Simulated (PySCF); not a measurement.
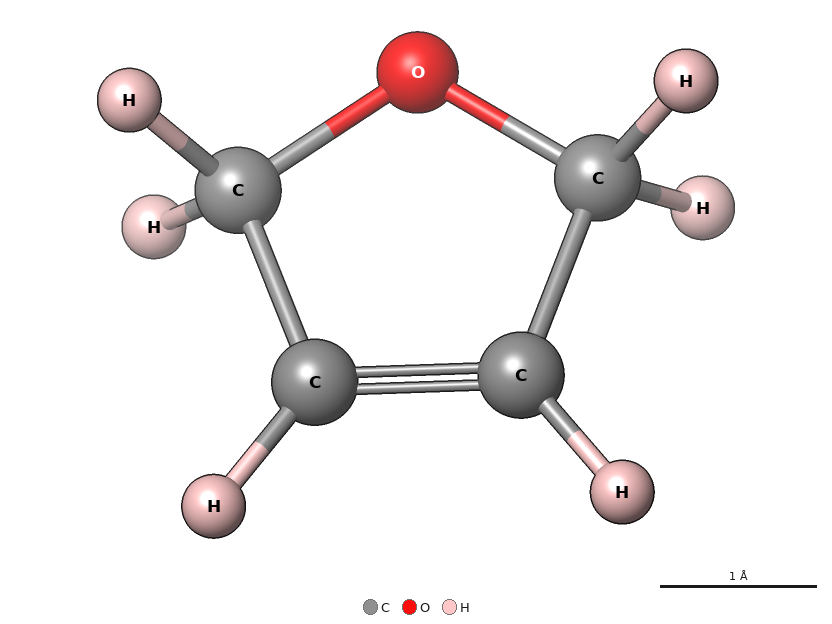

Depth is shown by fading: the farther an atom, the more it takes the colour of the background. The computed structure is the end point of a PBE0-D3(BJ)/def2-SVP optimisation. No frequency run is at hand to confirm it as a minimum. Masses are those of the most abundant isotopes; constants are for the rigid equilibrium geometry.

> What kind of rotor is it, and what are its rotational constants in GHz?

An asymmetric top (Cs): A = 8.08, B = 7.99, C = 4.23 GHz. Ray's parameter κ is 0.95, close to the oblate limit.
